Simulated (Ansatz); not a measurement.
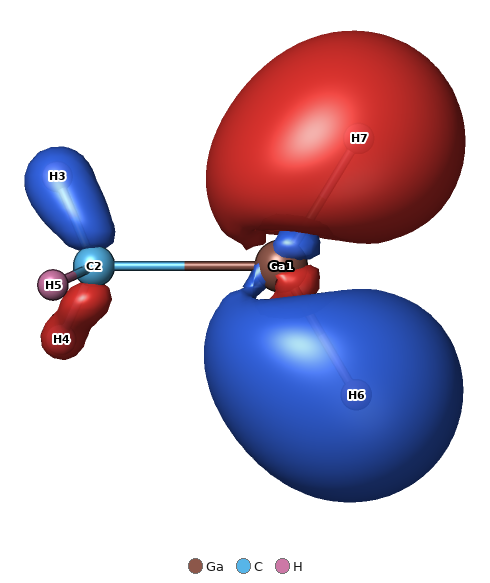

Figure 1: CH5Ga. The HOMO−1 at ±0.1 Å⁻³ᐟ² (blue and red are the two phases), seen at a tilt.

The calculation used RHF/def2-mTZVP in Ansatz.

| atom | x (Å) | y (Å) | z (Å) |
| --- | --- | --- | --- |
| Ga | -0.0053 | -0.0044 | -0.0083 |
| C | -0.0070 | -0.0119 | 1.9809 |
| H | -0.9666 | -0.2963 | 2.3943 |
| H | 0.7482 | -0.6817 | 2.3770 |
| H | 0.2280 | 0.9810 | 2.3552 |
| H | 1.3615 | 0.0063 | -0.8083 |
| H | -1.3588 | 0.0070 | -0.8294 |

> Describe this orbital and give its energy.

Its weight (Hirshfeld) is mainly on Ga1 (about 40 %), H6 (about 30 %) and H7 (about 30 %). Its energy is −11.32 eV.
